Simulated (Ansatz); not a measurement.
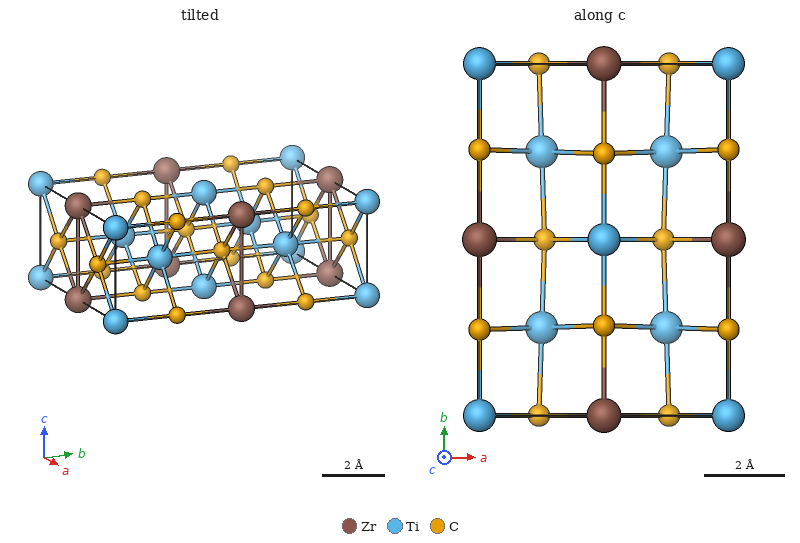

A ball-and-stick picture of a crystal structure, seen slightly off an axis and along the c axis. The conventional unit cell is drawn as a box.

ZrTi₃C₄, space group Cmmm (No. 65), a = 6.273 Å, b = 8.867 Å, c = 3.143 Å, α = 90.00°, β = 90.00°, γ = 90.00°. The structure was taken from a structure type filled with these elements by a generator (whether the compound takes this form wasn't checked). Earlier steps of the study, as a rule a relaxation of our own, may have changed the cell and positions, so they can lie some per cent off the listed ones. It went into a calculation with Ansatz.

This one geometry was computed with Ansatz (DFT, plane waves, PAW) at three levels of theory: r2SCAN, PBEsol and PBE.

> Which level gives the highest pressure at this volume, and what does that say about its equilibrium volume?

Highest: PBE (0.0 GPa), which points to the largest equilibrium volume. Lowest, with the smallest volume: PBEsol (-6.6 GPa). Levels within 0.5 GPa of each other can't be told apart.

> How does the band gap change with the level of theory?

All levels give a metal.

> Collect the results in a table.

| level | cutoff (eV) | k-mesh of the run's cell | gap (eV) | pressure (GPa) |
| --- | --- | --- | --- | --- |
| r2SCAN | 500 | 8×8×12 | metal | -0.6 |
| PBEsol | 420 | 8×8×12 | metal | -6.6 |
| PBE | 420 | 8×8×12 | metal | 0.0 |

Gaps are taken on the k-mesh or band path of each run.
